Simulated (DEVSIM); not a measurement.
Device: Ni/La2O3/SiO2/n-Si capacitor, at 300 K.

```csv
layer (left to right),material,thickness (nm),Nd (cm⁻³)
1,La2O3,13.0,-
2,SiO2,0.550,-
3,Si,380,2.3e18
```

Metal gate on the left, work function 5.1 eV. Fixed charge at the semiconductor interface 2.6e12 cm⁻² (in units of +e); interface traps 1e12 cm⁻² eV⁻¹, uniform in energy, neutral level at 0.7 of the gap above the valence band.

This is a model device: material constants are rounded textbook-type values typed into the input, and sizes, dopings and lifetimes were drawn at random. Values at 300 K.

```tsv
parameter	La2O3	SiO2	Si
gap (eV)	5.8	9	1.124
affinity (eV)	1.8	0.9	4.05
permittivity	27	3.9	11.7
Nc (cm⁻³)	-	-	2.86e19
Nv (cm⁻³)	-	-	3.1e19
```

Model (solved in DEVSIM): 1D Poisson equation in equilibrium, Boltzmann statistics, complete ionisation; no quantum confinement or tunnelling. Metal contacts follow the ideal Schottky-Mott rule: no Fermi-level pinning, no interface dipoles.

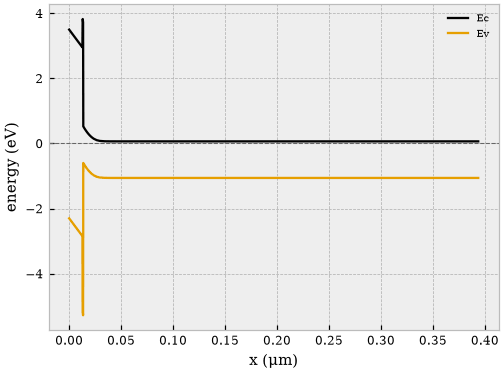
Figure: Band edges at -0.2 V on the gate

Energies count from the Fermi level of the right contact; mesh points crowd at the junctions.

```json
[
 {"x (μm)": "0.000", "Ec (eV)": "3.500", "Ev (eV)": "-2.300", "n (cm⁻³)": "< 1e2", "p (cm⁻³)": "< 1e2", "field (V/cm)": "-430000"},
 {"x (μm)": "0.001055", "Ec (eV)": "3.455", "Ev (eV)": "-2.345", "n (cm⁻³)": "< 1e2", "p (cm⁻³)": "< 1e2", "field (V/cm)": "-430000"},
 {"x (μm)": "0.002772", "Ec (eV)": "3.381", "Ev (eV)": "-2.419", "n (cm⁻³)": "< 1e2", "p (cm⁻³)": "< 1e2", "field (V/cm)": "-430000"},
 {"x (μm)": "0.005882", "Ec (eV)": "3.248", "Ev (eV)": "-2.552", "n (cm⁻³)": "< 1e2", "p (cm⁻³)": "< 1e2", "field (V/cm)": "-430000"},
 {"x (μm)": "0.01035", "Ec (eV)": "3.056", "Ev (eV)": "-2.744", "n (cm⁻³)": "< 1e2", "p (cm⁻³)": "< 1e2", "field (V/cm)": "-430000"},
 {"x (μm)": "0.01202", "Ec (eV)": "2.985", "Ev (eV)": "-2.816", "n (cm⁻³)": "< 1e2", "p (cm⁻³)": "< 1e2", "field (V/cm)": "-430000"},
 {"x (μm)": "0.01304", "Ec (eV)": "3.826", "Ev (eV)": "-5.174", "n (cm⁻³)": "< 1e2", "p (cm⁻³)": "< 1e2", "field (V/cm)": "-3000000"},
 {"x (μm)": "0.01359", "Ec (eV)": "0.526", "Ev (eV)": "-0.598", "n (cm⁻³)": "4.2e10", "p (cm⁻³)": "2.8e9", "field (V/cm)": "-560000"},
 {"x (μm)": "0.01475", "Ec (eV)": "0.464", "Ev (eV)": "-0.660", "n (cm⁻³)": "4.7e11", "p (cm⁻³)": "2.5e8", "field (V/cm)": "-510000"},
 {"x (μm)": "0.01703", "Ec (eV)": "0.356", "Ev (eV)": "-0.768", "n (cm⁻³)": "3.0e13", "p (cm⁻³)": "3800000", "field (V/cm)": "-430000"},
 {"x (μm)": "0.02150", "Ec (eV)": "0.197", "Ev (eV)": "-0.927", "n (cm⁻³)": "1.4e16", "p (cm⁻³)": "8300", "field (V/cm)": "-280000"},
 {"x (μm)": "0.03427", "Ec (eV)": "0.068", "Ev (eV)": "-1.056", "n (cm⁻³)": "2.1e18", "p (cm⁻³)": "< 1e2", "field (V/cm)": "-9600"},
 {"x (μm)": "0.05532", "Ec (eV)": "0.065", "Ev (eV)": "-1.059", "n (cm⁻³)": "2.3e18", "p (cm⁻³)": "< 1e2", "field (V/cm)": "≈ 0"},
 {"x (μm)": "0.09382", "Ec (eV)": "0.065", "Ev (eV)": "-1.059", "n (cm⁻³)": "2.3e18", "p (cm⁻³)": "< 1e2", "field (V/cm)": "≈ 0"},
 {"x (μm)": "0.2099", "Ec (eV)": "0.065", "Ev (eV)": "-1.059", "n (cm⁻³)": "2.3e18", "p (cm⁻³)": "< 1e2", "field (V/cm)": "≈ 0"},
 {"x (μm)": "0.2973", "Ec (eV)": "0.065", "Ev (eV)": "-1.059", "n (cm⁻³)": "2.3e18", "p (cm⁻³)": "< 1e2", "field (V/cm)": "≈ 0"},
 {"x (μm)": "0.3450", "Ec (eV)": "0.065", "Ev (eV)": "-1.059", "n (cm⁻³)": "2.3e18", "p (cm⁻³)": "< 1e2", "field (V/cm)": "≈ 0"},
 {"x (μm)": "0.3694", "Ec (eV)": "0.065", "Ev (eV)": "-1.059", "n (cm⁻³)": "2.3e18", "p (cm⁻³)": "< 1e2", "field (V/cm)": "≈ 0"},
 {"x (μm)": "0.3842", "Ec (eV)": "0.065", "Ev (eV)": "-1.059", "n (cm⁻³)": "2.3e18", "p (cm⁻³)": "< 1e2", "field (V/cm)": "≈ 0"},
 {"x (μm)": "0.3893", "Ec (eV)": "0.065", "Ev (eV)": "-1.059", "n (cm⁻³)": "2.3e18", "p (cm⁻³)": "< 1e2", "field (V/cm)": "≈ 0"},
 {"x (μm)": "0.3920", "Ec (eV)": "0.065", "Ev (eV)": "-1.059", "n (cm⁻³)": "2.3e18", "p (cm⁻³)": "< 1e2", "field (V/cm)": "≈ 0"},
 {"x (μm)": "0.3936", "Ec (eV)": "0.065", "Ev (eV)": "-1.059", "n (cm⁻³)": "2.3e18", "p (cm⁻³)": "< 1e2", "field (V/cm)": "≈ 0"}
]
```
